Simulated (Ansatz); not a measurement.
Input file:

```
crystal:
  periodic: [false, false, false]
  atoms:
    - { symbol: B, position_ang: [0.010872, 0.469564, -0.474402] }
    - { symbol: "N", position_ang: [-0.034666, 0.001728, 2.22707] }
    - { symbol: H, position_ang: [-0.787647, -0.385506, 2.793597] }
    - { symbol: H, position_ang: [0.841532, -0.211847, 2.701124] }
    - { symbol: O, position_ang: [1.278475, 0.104714, -0.70333] }
    - { symbol: H, position_ang: [1.354056, -0.836922, -0.890389] }
    - { symbol: H, position_ang: [-0.962314, -0.216463, -0.637493] }
    - { symbol: Br, position_ang: [-0.292985, 2.423145, -0.12035] }
    - { symbol: H, position_ang: [-0.139024, 1.033188, 2.250674] }
basis:
  gaussian: { orbitals: def2-SVP }
hamiltonian:
  xc: pbe0
relax:
  f_tol: 0.03
  max_steps: 50
output:
  orbitals: {}
```

Launched as:

```sh
ansatz run input.yaml --threads 2 --pin off --max-ram 3072MiB --backend cpu --events-out ev --progress --plain --runs-dir out
```

The fields are those of the run's last geometry, not of the input's.

Theory: RKS PBE0/def2-SVP (Ansatz 0.2.0).

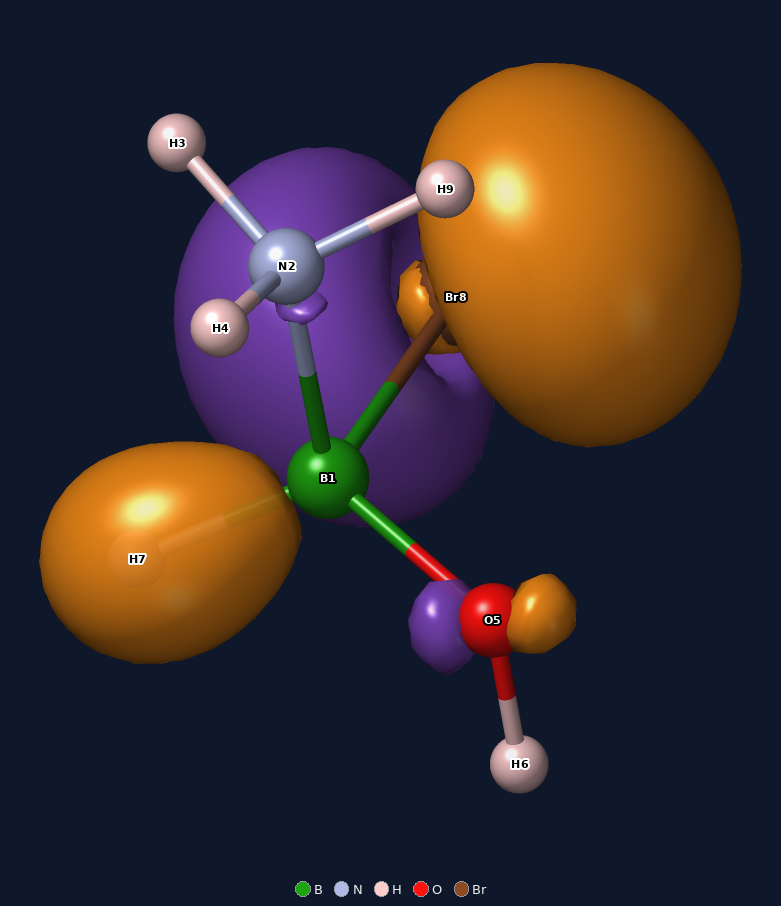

BBrH5NO. The HOMO at ±0.15 Å⁻³ᐟ² (orange and purple are the two phases), seen at an oblique angle.

Q: Where does this orbital lie, and at what energy?

A: Its weight (Hirshfeld) is mainly on Br8 (about 85 %), B1 (about 5 %) and H7 (about 5 %); largely a lone pair of Br8. Its energy is −6.76 eV.
